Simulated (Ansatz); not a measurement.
HfO₂ (tetragonal-ZrO2 type, space group P4_2/nmc)

```cif
data_Hf2O4
_chemical_formula_sum 'Hf2 O4'
_space_group_name_H-M_alt 'P 1'
_space_group_IT_number 1
_cell_length_a 3.57678
_cell_length_b 3.57678
_cell_length_c 5.20264
_cell_angle_alpha 90.000
_cell_angle_beta 90.000
_cell_angle_gamma 90.000
loop_
_space_group_symop_operation_xyz
  'x, y, z'
loop_
_atom_site_label
_atom_site_type_symbol
_atom_site_fract_x
_atom_site_fract_y
_atom_site_fract_z
_atom_site_occupancy
Hf1 Hf 0.00000 0.00000 0.00000 1
Hf2 Hf 0.50000 0.50000 0.50000 1
O1 O 0.00000 0.50000 0.19616 1
O2 O 0.00000 0.50000 0.69616 1
O3 O 0.50000 0.00000 0.30384 1
O4 O 0.50000 0.00000 0.80384 1
```

E(V) scan at fixed shape, V₀ the volume above. The atoms relax within the cell's symmetry.

The numbers are results of r2SCAN (plane waves to 500 eV, PAW, scalar-relativistic; Ansatz, a first-principles code), not measurements. k mesh 9×9×7 (Γ-centred), Fermi-Dirac smearing 0.05 eV. Energies are smeared free energies. With the shape held, the modulus is that of even scaling; a crystal free to change shape is softer. HfO2 is run without spin polarisation. HfO2 was relaxed with its symmetry unable to fall. Spin-orbit coupling is left out, though Hf is heavy. This is a high-temperature form of HfO2. ΔE is measured from the relaxed starting cell.

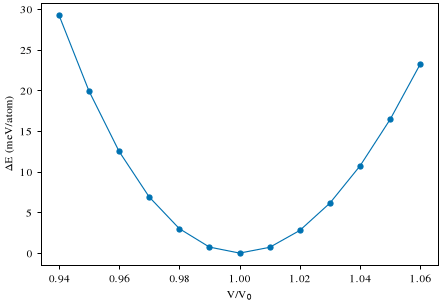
ΔE (meV/atom) against V/V₀; one marker a computed point.

The energy cost of the largest compression is 29.3 meV/atom, the equilibrium volume of the fit is 11.09 Å³/atom and the pressure derivative B₀′ (fit) comes out as 4.8. The pressure for 5 % compression (fit) is 12.1 GPa. The pressure at the smallest volume is 15.0 GPa.

P = (3B₀/2)(x⁷ − x⁵)[1 + ¾(B₀′ − 4)(x² − 1)] with x = (1/0.95)^(1/3), B₀ = 209 GPa and B₀′ = 4.78.

(Under strain, the slope of the energy per volume gives the stress and its curvature an elastic modulus.)
